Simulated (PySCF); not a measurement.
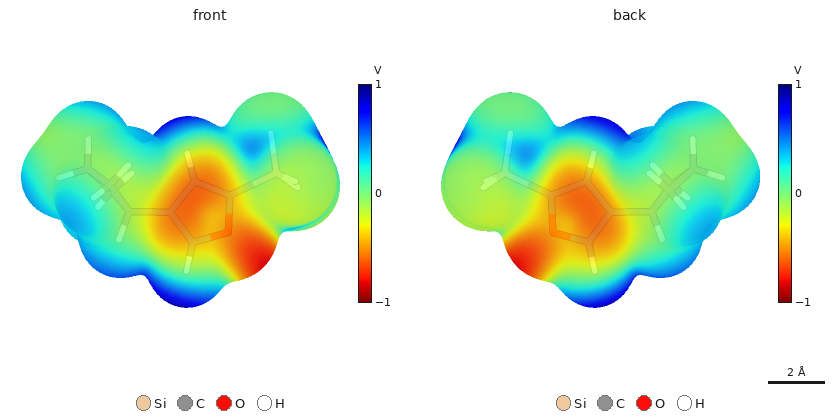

C₈H₁₂OSi (SMILES [SiH3]c1cc(C2CCC2)co1). The molecular electrostatic potential painted on the density surface at 0.001 e/bohr³, seen from the front and from behind; the colour scale runs from red (negative) to blue (positive).

Geometry: GFN2-xTB.

Method: PySCF 2.14.0, PBE0/pcSseg-1, SCF density, gas phase, non-relativistic.

```xyz
22

Si    3.9726    0.4806    0.3154
C     2.2465   -0.1465   -0.0404
C     0.9977    0.2819    0.3188
C     0.0622   -0.6129   -0.2620
C    -1.4174   -0.5624   -0.1584
C    -2.0878    0.7854   -0.5076
C    -2.8557    0.7439    0.8209
C    -2.0055   -0.4540    1.2664
C     0.8214   -1.5262   -0.9364
O     2.1291   -1.2572   -0.8107
H     4.7309   -0.5593    1.0135
H     4.6388    0.8113   -0.9459
H     3.8387    1.6717    1.1545
H     0.7805    1.1373    0.9266
H    -1.8470   -1.3939   -0.7203
H    -1.3739    1.6043   -0.5652
H    -2.6961    0.7834   -1.4096
H    -3.9086    0.4985    0.6986
H    -2.7748    1.6354    1.4395
H    -1.2536   -0.1939    2.0084
H    -2.5563   -1.3260    1.6127
H     0.5478   -2.3823   -1.5217
```

Describe the electrostatic potential map.

The most negative region (about −0.8 V, or −18 kcal/mol for a unit charge) lies over O10, the most positive (about +0.9 V, or +21 kcal/mol for a unit charge) over H22.
